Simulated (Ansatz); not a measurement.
# Molecular dynamics of C₂H₄FNOSi (part 1 of 2)

C₂H₄FNOSi, computed with RKS BLYP-d3bjatm/6-31G* (Ansatz 0.2.0).

The geometry comes from this level: PBE0-D4/def2-TZVP. Figures and captions count atoms from 1; the log counts them from 0 in places.

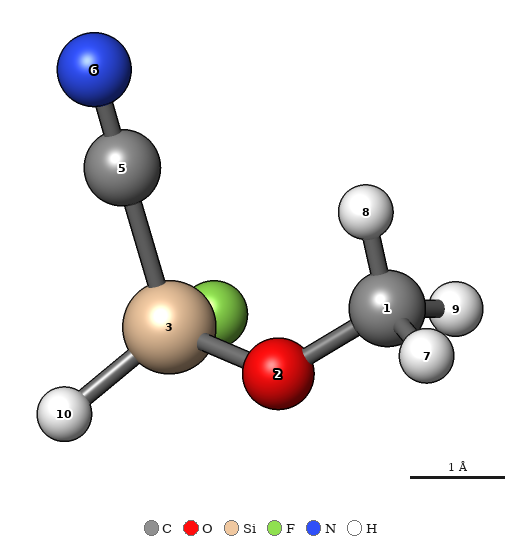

**Figure 1.** The input geometry (ball-and-stick view, seen at a tilt; atoms are numbered from 1 in the order of the input).

**Key numbers**

```csv
quantity,value
outcome,finished
mean temperature over the second half,290 K
trajectory,"50 steps, 100 fs"
ensemble,nve
temperature in the input,500 K
time step,2 fs
potential energy (last step),−16270.4570 eV
mean-field energy (last step),−16270.0289 eV
dispersion energy (last step),−0.4281 eV
SCF solution under orbital rotations (last step),stable
largest force (length of the vector) (last step),3.538 eV/Å
dipole moment (last step),3.12 D
hardware,"4 threads of Arm Neoverse V2, 23 GiB of memory available, shared host"
wall time,49 s (CPU time 3 min)
peak memory,0.48 GiB
```

**Notes**

So short a trajectory is not equilibrated.

**Input file**
```yaml
crystal:
  periodic: [false, false, false]
  atoms:
    - {symbol: C, position_ang: [0.084232, -1.083189, -1.145845]}
    - {symbol: O, position_ang: [0.586712, -0.835974, 0.157184]}
    - {symbol: Si, position_ang: [0.081582, 0.261355, 1.215369]}
    - {symbol: F, position_ang: [-1.369165, -0.048255, 1.774460]}
    - {symbol: C, position_ang: [-0.080356, 1.892884, 0.352344]}
    - {symbol: N, position_ang: [-0.145765, 2.893706, -0.213161]}
    - {symbol: H, position_ang: [0.818180, -1.689659, -1.675349]}
    - {symbol: H, position_ang: [-0.067762, -0.148956, -1.694039]}
    - {symbol: H, position_ang: [-0.860421, -1.629014, -1.093014]}
    - {symbol: H, position_ang: [1.035861, 0.335804, 2.325052]}
basis:
  gaussian: {orbitals: "6-31G*"}
hamiltonian: {xc: {name: BLYP}, dispersion: d3bjatm}
md: {timestep: 2 fs, n_steps: 50, ensemble: nve, temperature: 500, initial_velocities: maxwell_boltzmann, seed: 909}
```

Command:
```bash
ansatz run in.yaml --threads 4 --pin off --events-out ev --progress --plain --max-ram 10444MiB
```

**Log**
```
Functional definition: BLYP
  name "BLYP"
  cite "Becke, Phys. Rev. A 38, 3098 (1988) doi:10.1103/PhysRevA.38.3098"
  cite "Lee, Yang & Parr, Phys. Rev. B 37, 785 (1988) doi:10.1103/PhysRevB.37.785"
  parameter beta = 0.0042
  parameter a = 0.04918
  parameter b = 0.132
  parameter c = 0.2533
  parameter d = 0.349
  exchange = b88_x(beta = beta)
  correlation = lyp_c(a = a, b = b, c = c, d = d)
1147 factors; their error is unknown
mean field evaluation 1: about -16259.9575 eV, gradient 7.3e1 eV
mean field evaluation 2: about -16225.2253 eV, gradient 1.5e2 eV
mean field evaluation 4: about -16269.7551 eV, gradient 1.7e1 eV
mean field evaluation 8: about -16270.3139 eV, gradient 1.6e-1 eV
mean field evaluation 16: about -16270.2350 eV, gradient 5.5e-4 eV
mean field -16270.23495977 eV, -597.9201064102 hartree, gradient 7.3e-5 eV, S^2 0.000000; 0 other end points of the search recorded, 0 dependent functions left out
the calculation of the forces begins
reference -16270.23526951 eV, -597.9201177931 hartree; 27, 27 occupied and 75, 75 virtual orbitals, 1147 factors
md step     0: t =     0.00 fs  T =   500.0 K  F+E_penalty+E_count = -16270.67961892 eV  E_kin = 0.517040 eV  conserved = -16270.16257892 eV  (28 SCF iters)
these checks for a lower state are left out or cut short: starts, cluster_reference, orbital_swaps, neighbouring_geometries, increment
1147 factors; their error is unknown
mean field -16270.04736515 eV, -597.9132124349 hartree, gradient 2.2e-5 eV, S^2 0.000000; 0 other end points of the search recorded, 0 dependent functions left out
the calculation of the forces begins
reference -16270.04767652 eV, -597.9132238778 hartree; 27, 27 occupied and 75, 75 virtual orbitals, 1147 factors
md step     1: t =     2.00 fs  T =   377.7 K  F+E_penalty+E_count = -16270.49068067 eV  E_kin = 0.390614 eV  conserved = -16270.10006635 eV  (32 SCF iters, 3 dispersion substeps)
[... from here on the SCF iterations and repeated set-up lines of each step are left out, up to the last step ...]
md step     2: t =     4.00 fs  T =   309.1 K  F+E_penalty+E_count = -16270.43449372 eV  E_kin = 0.319644 eV  conserved = -16270.11484990 eV  (32 SCF iters, 3 dispersion substeps)
md step     3: t =     6.00 fs  T =   321.3 K  F+E_penalty+E_count = -16270.45650904 eV  E_kin = 0.332258 eV  conserved = -16270.12425103 eV  (32 SCF iters, 3 dispersion substeps)
md step     4: t =     8.00 fs  T =   307.0 K  F+E_penalty+E_count = -16270.41461425 eV  E_kin = 0.317444 eV  conserved = -16270.09716990 eV  (32 SCF iters, 3 dispersion substeps)
md step     5: t =    10.00 fs  T =   402.2 K  F+E_penalty+E_count = -16270.56953066 eV  E_kin = 0.415928 eV  conserved = -16270.15360243 eV  (32 SCF iters, 3 dispersion substeps)
md step     6: t =    12.00 fs  T =   318.0 K  F+E_penalty+E_count = -16270.43340577 eV  E_kin = 0.328817 eV  conserved = -16270.10458888 eV  (32 SCF iters, 3 dispersion substeps)
md step     7: t =    14.00 fs  T =   332.9 K  F+E_penalty+E_count = -16270.46965669 eV  E_kin = 0.344208 eV  conserved = -16270.12544902 eV  (33 SCF iters, 3 dispersion substeps)
md step     8: t =    16.00 fs  T =   363.3 K  F+E_penalty+E_count = -16270.51667347 eV  E_kin = 0.375730 eV  conserved = -16270.14094330 eV  (33 SCF iters, 3 dispersion substeps)
md step     9: t =    18.00 fs  T =   222.5 K  F+E_penalty+E_count = -16270.32267729 eV  E_kin = 0.230119 eV  conserved = -16270.09255853 eV  (33 SCF iters, 3 dispersion substeps)
md step    10: t =    20.00 fs  T =   325.9 K  F+E_penalty+E_count = -16270.48123761 eV  E_kin = 0.337048 eV  conserved = -16270.14419003 eV  (33 SCF iters, 3 dispersion substeps)
md step    11: t =    22.00 fs  T =   354.9 K  F+E_penalty+E_count = -16270.49652489 eV  E_kin = 0.366981 eV  conserved = -16270.12954414 eV  (33 SCF iters, 3 dispersion substeps)
md step    12: t =    24.00 fs  T =   293.3 K  F+E_penalty+E_count = -16270.42739910 eV  E_kin = 0.303300 eV  conserved = -16270.12409876 eV  (32 SCF iters, 3 dispersion substeps)
md step    13: t =    26.00 fs  T =   281.2 K  F+E_penalty+E_count = -16270.42356419 eV  E_kin = 0.290795 eV  conserved = -16270.13276954 eV  (33 SCF iters, 3 dispersion substeps)
md step    14: t =    28.00 fs  T =   203.9 K  F+E_penalty+E_count = -16270.32222304 eV  E_kin = 0.210806 eV  conserved = -16270.11141676 eV  (33 SCF iters, 3 dispersion substeps)
md step    15: t =    30.00 fs  T =   291.7 K  F+E_penalty+E_count = -16270.44040250 eV  E_kin = 0.301607 eV  conserved = -16270.13879547 eV  (32 SCF iters, 3 dispersion substeps)
md step    16: t =    32.00 fs  T =   291.5 K  F+E_penalty+E_count = -16270.44099607 eV  E_kin = 0.301433 eV  conserved = -16270.13956308 eV  (31 SCF iters, 3 dispersion substeps)
md step    17: t =    34.00 fs  T =   212.6 K  F+E_penalty+E_count = -16270.32131445 eV  E_kin = 0.219804 eV  conserved = -16270.10151032 eV  (29 SCF iters, 3 dispersion substeps)
md step    18: t =    36.00 fs  T =   328.7 K  F+E_penalty+E_count = -16270.48886114 eV  E_kin = 0.339902 eV  conserved = -16270.14895873 eV  (32 SCF iters, 3 dispersion substeps)
md step    19: t =    38.00 fs  T =   233.0 K  F+E_penalty+E_count = -16270.35975922 eV  E_kin = 0.240965 eV  conserved = -16270.11879440 eV  (33 SCF iters, 3 dispersion substeps)
md step    20: t =    40.00 fs  T =   259.1 K  F+E_penalty+E_count = -16270.38575636 eV  E_kin = 0.267978 eV  conserved = -16270.11777796 eV  (32 SCF iters, 3 dispersion substeps)
md step    21: t =    42.00 fs  T =   375.8 K  F+E_penalty+E_count = -16270.54296184 eV  E_kin = 0.388651 eV  conserved = -16270.15431093 eV  (31 SCF iters, 3 dispersion substeps)
md step    22: t =    44.00 fs  T =   285.7 K  F+E_penalty+E_count = -16270.39526023 eV  E_kin = 0.295409 eV  conserved = -16270.09985123 eV  (33 SCF iters, 3 dispersion substeps)
md step    23: t =    46.00 fs  T =   323.5 K  F+E_penalty+E_count = -16270.48011415 eV  E_kin = 0.334486 eV  conserved = -16270.14562769 eV  (32 SCF iters, 3 dispersion substeps)
md step    24: t =    48.00 fs  T =   202.6 K  F+E_penalty+E_count = -16270.32780747 eV  E_kin = 0.209510 eV  conserved = -16270.11829711 eV  (32 SCF iters, 3 dispersion substeps)
md step    25: t =    50.00 fs  T =   191.0 K  F+E_penalty+E_count = -16270.30732973 eV  E_kin = 0.197482 eV  conserved = -16270.10984762 eV  (33 SCF iters, 3 dispersion substeps)
md step    26: t =    52.00 fs  T =   302.7 K  F+E_penalty+E_count = -16270.46616143 eV  E_kin = 0.313038 eV  conserved = -16270.15312312 eV  (32 SCF iters, 3 dispersion substeps)
md step    27: t =    54.00 fs  T =   212.4 K  F+E_penalty+E_count = -16270.31038370 eV  E_kin = 0.219677 eV  conserved = -16270.09070670 eV  (33 SCF iters, 3 dispersion substeps)
md step    28: t =    56.00 fs  T =   353.9 K  F+E_penalty+E_count = -16270.51354760 eV  E_kin = 0.365973 eV  conserved = -16270.14757502 eV  (32 SCF iters, 3 dispersion substeps)
md step    29: t =    58.00 fs  T =   341.2 K  F+E_penalty+E_count = -16270.49361410 eV  E_kin = 0.352783 eV  conserved = -16270.14083127 eV  (32 SCF iters, 3 dispersion substeps)
md step    30: t =    60.00 fs  T =   220.0 K  F+E_penalty+E_count = -16270.31998682 eV  E_kin = 0.227463 eV  conserved = -16270.09252391 eV  (32 SCF iters, 3 dispersion substeps)
md step    31: t =    62.00 fs  T =   330.9 K  F+E_penalty+E_count = -16270.48606783 eV  E_kin = 0.342200 eV  conserved = -16270.14386781 eV  (32 SCF iters, 3 dispersion substeps)
md step    32: t =    64.00 fs  T =   297.7 K  F+E_penalty+E_count = -16270.41529794 eV  E_kin = 0.307813 eV  conserved = -16270.10748453 eV  (32 SCF iters, 3 dispersion substeps)
md step    33: t =    66.00 fs  T =   367.9 K  F+E_penalty+E_count = -16270.51758468 eV  E_kin = 0.380438 eV  conserved = -16270.13714707 eV  (33 SCF iters, 3 dispersion substeps)
md step    34: t =    68.00 fs  T =   341.5 K  F+E_penalty+E_count = -16270.49140134 eV  E_kin = 0.353148 eV  conserved = -16270.13825377 eV  (32 SCF iters, 3 dispersion substeps)
md step    35: t =    70.00 fs  T =   226.8 K  F+E_penalty+E_count = -16270.32938113 eV  E_kin = 0.234552 eV  conserved = -16270.09482872 eV  (30 SCF iters, 3 dispersion substeps)
md step    36: t =    72.00 fs  T =   323.9 K  F+E_penalty+E_count = -16270.47773241 eV  E_kin = 0.334939 eV  conserved = -16270.14279319 eV  (32 SCF iters, 3 dispersion substeps)
md step    37: t =    74.00 fs  T =   239.7 K  F+E_penalty+E_count = -16270.36349653 eV  E_kin = 0.247858 eV  conserved = -16270.11563901 eV  (32 SCF iters, 3 dispersion substeps)
md step    38: t =    76.00 fs  T =   263.7 K  F+E_penalty+E_count = -16270.37868669 eV  E_kin = 0.272664 eV  conserved = -16270.10602312 eV  (33 SCF iters, 3 dispersion substeps)
md step    39: t =    78.00 fs  T =   392.3 K  F+E_penalty+E_count = -16270.56030257 eV  E_kin = 0.405720 eV  conserved = -16270.15458244 eV  (31 SCF iters, 3 dispersion substeps)
md step    40: t =    80.00 fs  T =   272.9 K  F+E_penalty+E_count = -16270.36915340 eV  E_kin = 0.282246 eV  conserved = -16270.08690747 eV  (32 SCF iters, 3 dispersion substeps)
md step    41: t =    82.00 fs  T =   341.1 K  F+E_penalty+E_count = -16270.48650061 eV  E_kin = 0.352756 eV  conserved = -16270.13374507 eV  (32 SCF iters, 3 dispersion substeps)
md step    42: t =    84.00 fs  T =   322.1 K  F+E_penalty+E_count = -16270.46053372 eV  E_kin = 0.333104 eV  conserved = -16270.12742957 eV  (31 SCF iters, 3 dispersion substeps)
md step    43: t =    86.00 fs  T =   297.4 K  F+E_penalty+E_count = -16270.40790090 eV  E_kin = 0.307535 eV  conserved = -16270.10036590 eV  (32 SCF iters, 3 dispersion substeps)
md step    44: t =    88.00 fs  T =   359.2 K  F+E_penalty+E_count = -16270.52380877 eV  E_kin = 0.371483 eV  conserved = -16270.15232555 eV  (32 SCF iters, 3 dispersion substeps)
md step    45: t =    90.00 fs  T =   196.9 K  F+E_penalty+E_count = -16270.28586681 eV  E_kin = 0.203580 eV  conserved = -16270.08228642 eV  (32 SCF iters, 3 dispersion substeps)
md step    46: t =    92.00 fs  T =   256.3 K  F+E_penalty+E_count = -16270.39612913 eV  E_kin = 0.265007 eV  conserved = -16270.13112208 eV  (32 SCF iters, 3 dispersion substeps)
md step    47: t =    94.00 fs  T =   248.8 K  F+E_penalty+E_count = -16270.39198575 eV  E_kin = 0.257310 eV  conserved = -16270.13467602 eV  (31 SCF iters, 3 dispersion substeps)
md step    48: t =    96.00 fs  T =   151.9 K  F+E_penalty+E_count = -16270.23418565 eV  E_kin = 0.157035 eV  conserved = -16270.07715027 eV  (32 SCF iters, 3 dispersion substeps)
md step    49: t =    98.00 fs  T =   364.6 K  F+E_penalty+E_count = -16270.53240577 eV  E_kin = 0.377038 eV  conserved = -16270.15536748 eV  (31 SCF iters, 3 dispersion substeps)
these checks for a lower state are left out or cut short: starts, cluster_reference, orbital_swaps, neighbouring_geometries, increment
1147 factors; their error is unknown
mean field -16270.02857918 eV, -597.9125220634 hartree, gradient 9.0e-6 eV, S^2 0.000000; 0 other end points of the search recorded, 0 dependent functions left out
the calculation of the forces begins
reference -16270.02889497 eV, -597.9125336684 hartree; 27, 27 occupied and 75, 75 virtual orbitals, 1147 factors
1147 factors; their error is unknown
mean field evaluation 416: about -16269.4590 eV, gradient 1.8e1 eV
mean field -16270.02857918 eV, -597.9125220634 hartree, gradient 1.1e-5 eV, S^2 0.000000; 1 other end points of the search recorded, 0 dependent functions left out
the calculation of the forces begins
reference -16270.02889497 eV, -597.9125336684 hartree; 27, 27 occupied and 75, 75 virtual orbitals, 1147 factors
md step    50: t =   100.00 fs  T =   328.6 K  F+E_penalty+E_count = -16270.45663807 eV  E_kin = 0.339845 eV  conserved = -16270.11679312 eV  (30 SCF iters, 3 dispersion substeps)
```

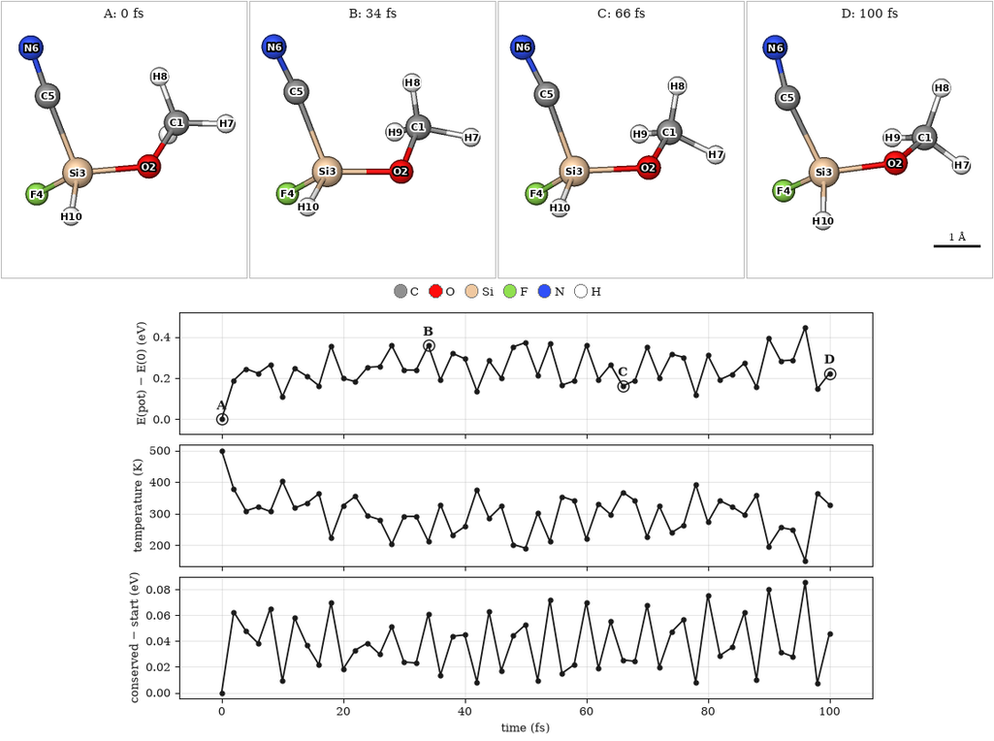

**Figure 2.** Frames of the molecular dynamics (ball-and-stick, seen at a tilt) above the curves, on which the letters mark them. The trajectory kept here has 51 frames over 100 fs. The temperature starts at 500 K, ranges from 152 to 500 K and averages 290 K over the second half. The potential energy ends 0.223 eV above its first value. The conserved quantity stays within 0.085 eV. After an unweighted best fit of the last frame on the first, the root-mean-square displacement is 0.39 Å, and H8 has moved furthest (0.70 Å).

```
Total energy: -16270.45695385 eV, -597.9282645423 hartree
Atom 0 at    -0.006841    -1.353867    -1.041862 Å, force    -1.551071     2.997423    -1.060771 eV/Å
Atom 1 at     0.664670    -0.731323     0.063459 Å, force     0.468697    -0.411074    -0.423261 eV/Å
Atom 2 at     0.129111     0.286080     1.197809 Å, force    -1.095879     0.358288     0.607885 eV/Å
Atom 3 at    -1.413736    -0.069736     1.639364 Å, force     0.713465     0.042073    -0.001355 eV/Å
Atom 4 at    -0.085518     2.013485     0.505449 Å, force     0.459983    -2.250175     1.143250 eV/Å
Atom 5 at    -0.159135     2.969223    -0.140409 Å, force    -0.195636     2.045701    -1.158950 eV/Å
Atom 6 at     0.317641    -2.331499    -1.083558 Å, force     0.910813    -2.541168    -0.196584 eV/Å
Atom 7 at     0.252450    -0.817083    -2.038301 Å, force    -0.385630    -0.616715     1.395097 eV/Å
Atom 8 at    -1.130507    -1.359714    -0.888391 Å, force     0.867344     0.130426    -0.223346 eV/Å
Atom 9 at     1.097195     0.170322     2.321671 Å, force    -0.192085     0.245221    -0.081965 eV/Å
Dipole moment:     0.118030    -0.638731    -0.008154 e Å
```

**Trajectory as extended XYZ (Å, eV, eV/Å), 20 of the 51 frames kept, from step=0 to step=50**
```
10
Properties=species:S:1:pos:R:3:forces:R:3 step=0 time_fs=0.0 energy=-16270.67962 temperature=500.0
C     0.0842   -1.0832   -1.1458   -0.1437  -0.0405  -0.4091
O     0.5867   -0.8360    0.1572    0.7622  -0.6973   0.0099
Si    0.0816    0.2614    1.2154    0.4738   0.8540   0.2720
F    -1.3692   -0.0483    1.7745   -1.1605  -0.2458   0.4911
C    -0.0804    1.8929    0.3523    0.1911  -2.2683   1.3017
N    -0.1458    2.8937   -0.2132   -0.1634   2.4803  -1.4124
H     0.8182   -1.6897   -1.6753    0.2221  -0.2030  -0.1952
H    -0.0678   -0.1490   -1.6940   -0.0617   0.2932  -0.1893
H    -0.8604   -1.6290   -1.0930   -0.3136  -0.1832  -0.0091
H     1.0359    0.3358    2.3251    0.1937   0.0106   0.1402
```
